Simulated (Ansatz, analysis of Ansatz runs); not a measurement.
## Can an added hole hop between Mn atoms in MnCrF5 (Cc)?

Question: does an added hole stay on the Mn atom where it is started in MnCrF5 (Cc), and if so, how high is the barrier for a hop to another Mn site nearby? Model: a cell of 56 host atoms.

Program: Ansatz 0.2.0. Level of theory: plane-wave PAW DFT, PBEsol+U; relaxation of all atoms of a supercell at fixed charge in a uniform background; PAW set soft_1. Results are calculated unless marked as measured.

## Step 1: Set-up

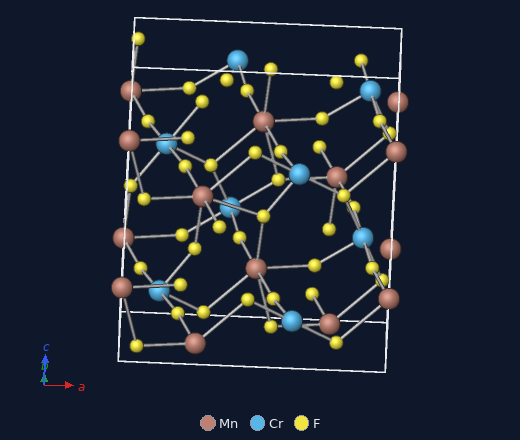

Start, viewed slightly off an axis; manganese pink, chromium blue, fluorine yellow. Bonds to atoms that aren't drawn are left out. Some periodic images of atoms are drawn too.

The cell holds 56 atoms: 8 Mn, 8 Cr and 40 F. Its edges and angles: a = 9.734 Å, b = 8.648 Å, c = 10.702 Å, α = 59.3°, β = 83.2°, γ = 70.9°. It derives from MnCrF5 (space group Cc). Nearest the centre at fractional (0.858, 0.393, 0.357): F31 at 1.79 Å, F28 at 1.81 Å, F55 at 2.20 Å, F43 at 2.24 Å, F35 at 2.30 Å, Cr11 at 2.55 Å, Mn3 at 2.68 Å, Mn4 at 2.68 Å.

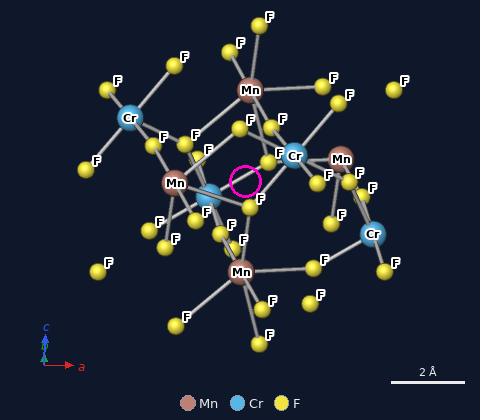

The atoms within 5 Å of the centre. A ring marks the centre wherever it is empty. Bonds to atoms that aren't drawn are left out.

Hubbard terms: Mn d 5.0 eV, Cr d 5.0 eV. They were chosen, not fitted, to curb self-interaction in the shells named, the trial site's among them. The two sites are Mn4 and Mn3. The cell's shortest repeat is 8.6 Å. The host's moments were started antiferromagnetic in the unit cell, high spin; both sites carry the same spin direction.

## Step 2: The cell without the carrier

The neutral cell is relaxed first, from small random displacements, so that bond lengths and moments with the carrier can be set beside those of a relaxed cell without it.

Contents of neutral.relax/input.yaml:

```yaml
crystal:
  lattice:
    - [-3.17025901, 6.30994045, 6.70012765]
    - [5.47307195, -1.0e-08, 6.69617544]
    - [8.64333097, 6.30994046, -0.00395223]
  atoms:
    - { symbol: Mn, position: [0.357731, 0.892657, 0.10733], spin: 5.0 }
    - { symbol: Mn, position: [0.357731, 0.892657, 0.60733], spin: 5.0 }
    - { symbol: Mn, position: [0.857731, 0.392657, 0.10733], spin: 5.0 }
    - { symbol: Mn, position: [0.857731, 0.392657, 0.60733], spin: 5.0 }
    - { symbol: Mn, position: [0.14267, 0.607718, 0.392269], spin: -5.0 }
    - { symbol: Mn, position: [0.14267, 0.607718, 0.892269], spin: -5.0 }
    - { symbol: Mn, position: [0.64267, 0.107718, 0.392269], spin: -5.0 }
    - { symbol: Mn, position: [0.64267, 0.107718, 0.892269], spin: -5.0 }
    - { symbol: Cr, position: [0.250367, 0.249938, 0.25018], spin: 3.0 }
    - { symbol: Cr, position: [0.250367, 0.249938, 0.75018], spin: 3.0 }
    - { symbol: Cr, position: [0.750367, 0.749938, 0.25018], spin: 3.0 }
    - { symbol: Cr, position: [0.750367, 0.749938, 0.75018], spin: 3.0 }
    - { symbol: Cr, position: [-0.00018, 0.000485, -0.000367], spin: -3.0 }
    - { symbol: Cr, position: [-0.00018, 0.000485, 0.499633], spin: -3.0 }
    - { symbol: Cr, position: [0.49982, 0.500485, -0.000367], spin: -3.0 }
    - { symbol: Cr, position: [0.49982, 0.500485, 0.499633], spin: -3.0 }
    - { symbol: F, position: [0.072831, 0.799968, 0.459508] }
    - { symbol: F, position: [0.072831, 0.799968, 0.959508] }
    - { symbol: F, position: [0.572831, 0.299968, 0.459508] }
    - { symbol: F, position: [0.572831, 0.299968, 0.959508] }
    - { symbol: F, position: [0.210737, 0.417066, 0.323364] }
    - { symbol: F, position: [0.210737, 0.417066, 0.823364] }
    - { symbol: F, position: [0.710737, 0.917066, 0.323364] }
    - { symbol: F, position: [0.710737, 0.917066, 0.823364] }
    - { symbol: F, position: [0.426636, 0.701167, 0.039263] }
    - { symbol: F, position: [0.426636, 0.701167, 0.539263] }
    - { symbol: F, position: [0.926636, 0.201167, 0.039263] }
    - { symbol: F, position: [0.926636, 0.201167, 0.539263] }
    - { symbol: F, position: [0.290492, 0.082307, 0.177169] }
    - { symbol: F, position: [0.290492, 0.082307, 0.677169] }
    - { symbol: F, position: [0.790492, 0.582307, 0.177169] }
    - { symbol: F, position: [0.790492, 0.582307, 0.677169] }
    - { symbol: F, position: [0.169624, 0.080391, 0.419661] }
    - { symbol: F, position: [0.169624, 0.080391, 0.919661] }
    - { symbol: F, position: [0.669624, 0.580391, 0.419661] }
    - { symbol: F, position: [0.669624, 0.580391, 0.919661] }
    - { symbol: F, position: [0.330339, 0.419676, 0.080376] }
    - { symbol: F, position: [0.330339, 0.419676, 0.580376] }
    - { symbol: F, position: [0.830339, 0.919676, 0.080376] }
    - { symbol: F, position: [0.830339, 0.919676, 0.580376] }
    - { symbol: F, position: [0.424355, 0.105591, 0.375823] }
    - { symbol: F, position: [0.424355, 0.105591, 0.875823] }
    - { symbol: F, position: [0.924355, 0.605591, 0.375823] }
    - { symbol: F, position: [0.924355, 0.605591, 0.875823] }
    - { symbol: F, position: [0.124355, 0.844389, 0.174134] }
    - { symbol: F, position: [0.124355, 0.844389, 0.674134] }
    - { symbol: F, position: [0.624355, 0.344389, 0.174134] }
    - { symbol: F, position: [0.624355, 0.344389, 0.674134] }
    - { symbol: F, position: [0.075866, 0.392878, 0.125645] }
    - { symbol: F, position: [0.075866, 0.392878, 0.625645] }
    - { symbol: F, position: [0.575866, 0.892878, 0.125645] }
    - { symbol: F, position: [0.575866, 0.892878, 0.625645] }
    - { symbol: F, position: [0.374177, 0.655769, 0.325645] }
    - { symbol: F, position: [0.374177, 0.655769, 0.825645] }
    - { symbol: F, position: [0.874177, 0.155769, 0.325645] }
    - { symbol: F, position: [0.874177, 0.155769, 0.825645] }
basis:
  ecutwfc: 420
  xc_grid: 2
hamiltonian:
  xc: pbesol
  hubbard:
    sites:
      - { species: Mn, l: d, u_eff: 5.0 }
      - { species: Cr, l: d, u_eff: 5.0 }
    projectors: ortho-atomic
  pseudopotentials: { kind: paw, azcp: { folder: soft_1 }, xc_functional: pbe }
kpoints:
  mp_grid: { grid: [1, 1, 1] }
magnetization:
  spin_polarized: true
  initial_magnetization: 0
  spin_locking: { lock_magnetization: hard }
scf:
  occupations: { method: fermi_dirac, width: 0.01 }
  max_iter: 120
  lower_state_search: "off"
output:
  forces: true
relax:
  f_tol: 0.02
  max_steps: 70
  random_displacement: { amplitude: 0.04, seed: 3760 }
checkpoint:
  write: "../neutral.relax.run"
  compress: false
  write_wavefunctions: true
  write_every: 100000
```

Command:

```console
> ansatz run input.yaml --threads 8 --pin off --max-ram 17899MiB --backend cpu --events-out ev --progress --plain --runs-dir out
```

Numbers of over 12 decimals in the logs are rounded to 6 here.

The log of the run:

```text
[... repeated set-up lines and file paths are left out, and long positions are rounded to six places ...]
Engine: ansatz 0.2.0, aarch64-unknown-linux-gnu
Pseudopotentials: kind: paw
Pseudopotential: Mn, paw, valence charge 15, recommended cutoff 420 eV (normal), soft_1/Mn.paw.azcp
Pseudopotential: Cr, paw, valence charge 14, recommended cutoff 420 eV (normal), soft_1/Cr.paw.azcp
Pseudopotential: F, paw, valence charge 7, recommended cutoff 420 eV (normal), soft_1/F.paw.azcp
Functional definition: PBEsol
  exchange = pbesol_x
  correlation = pbesol_c
Crystal: 56 atoms, lattice volume = 730.677 Å³
Basis set: ecut = 420 eV, 14247 PW (Γ), exchange–correlation on 144×120×144 points (8 copies of the dense FFT grid, shifted against one another)
Bands: 312, of which v1, the nominal top of the filled ones, is band 256 counted from 1 (255 counted from 0)
Symmetry: 1 space group operations
k-points: 1
Non-local potential: Mn, projectors of the file, l = 0: 3, l = 1: 2, l = 2: 3, l = 3: 1
Non-local potential: Cr, projectors of the file, l = 0: 3, l = 1: 2, l = 2: 3, l = 3: 1
Non-local potential: F, projectors of the file, l = 0: 2, l = 1: 2, l = 2: 1
PAW form: soft (Blöchl's): semilocal exchange-correlation on the pseudo side does not see the compensation charge
PAW frozen core: Mn, regenerated for the run's functional, and the local potential with it (the file was generated under x = pbe(κ = 0.804, μ = 0.219515), c = pbe(β = 0.066725))
PAW frozen core: Cr, regenerated for the run's functional, and the local potential with it (the file was generated under x = pbe(κ = 0.804, μ = 0.219515), c = pbe(β = 0.066725))
[...]
[... 2 atoms left out ...]
  atom  31  F     -0.00095026     0.00023846    -0.00189419
  [... 3 atoms left out ...]
  atom  35  F      0.00082830    -0.00164075    -0.00181152
  [... 7 atoms left out ...]
  atom  43  F     -0.00114372    -0.00213636     0.00021045
  [... 11 atoms left out ...]
  atom  55  F      0.00039951    -0.00028876     0.00019327
  [... 1 atom left out ...]
  max |Σ_I F_I| component: 6.72e-6 eV/Å
--- Band table (eV) ---
  k-point 0 ↑: bands = ["-75.3402", "-75.3393", "-75.3390", "-75.3379", [... 304 left out ...] "11.9046", "11.9282", "12.6808", "12.7390"]
  k-point 0 ↓: bands = ["-75.3403", "-75.3399", "-75.3391", "-75.3376", [... 304 left out ...] "11.9042", "11.9281", "12.6808", "12.7389"]
Occupation matrices written to <dir>
--- Relaxed structure (8 steps of the walk, 7 accepted, 0 SCFs on fresh bases) ---
  F+E_penalty+E_count = -89760.38221852 eV   max|allowed force component| = 3.899e-3 eV/Å
  atoms:
    - { symbol: Mn, position: [0.357613, 0.892887, 0.107094] }
    - { symbol: Mn, position: [0.357601, 0.892830, 0.607132] }
    - { symbol: Mn, position: [0.857571, 0.392872, 0.107134] }
    - { symbol: Mn, position: [0.857551, 0.392846, 0.607119] }
[...]
- { symbol: Cr, position: [0.750500, 0.749916, 0.250276] }
[...]
- { symbol: Cr, position: [1.927444142580074e-5, 0.000354, 0.499763] }
[...]
- { symbol: F, position: [0.573893, 0.298617, 0.461219] }
[...]
- { symbol: F, position: [0.925757, 0.202410, 0.537666] }
    [... 2 atoms left out ...]
    - { symbol: F, position: [0.789535, 0.583638, 0.176174] }
    [... 3 atoms left out ...]
    - { symbol: F, position: [0.670282, 0.579720, 0.420020] }
    [... 7 atoms left out ...]
    - { symbol: F, position: [0.925064, 0.604886, 0.375209] }
    [... 11 atoms left out ...]
    - { symbol: F, position: [0.875259, 0.154342, 0.325065] }
    [... 1 atom left out ...]
[key lines of the parts left out:]
SCF converged after 4 iterations
Magnetization: 0.0000 μB (256.0000 up, 256.0000 down)
Free energy (F): -89760.382219 eV
Fermi energy:    5.246074 (↑ 5.246216, ↓ 5.245940) eV
```

Wall time 47 s (8 threads of Arm Neoverse V2, shared host); peak memory 1.7 GiB; 5.7 min of CPU time.

The largest displacement from an ideal site is 0.019 Å.

(Continued in part 2 of 3.)

[Logs are printed without paths, hosts, clocks, repeated set-up lines and the standing remarks that a program may print on its own settings, such as how far it seeks lower states.]

[Hosts, paths, dates, database ids (printed as entryN), source tags and the programs' standing remarks are cut or masked in the printed files.]
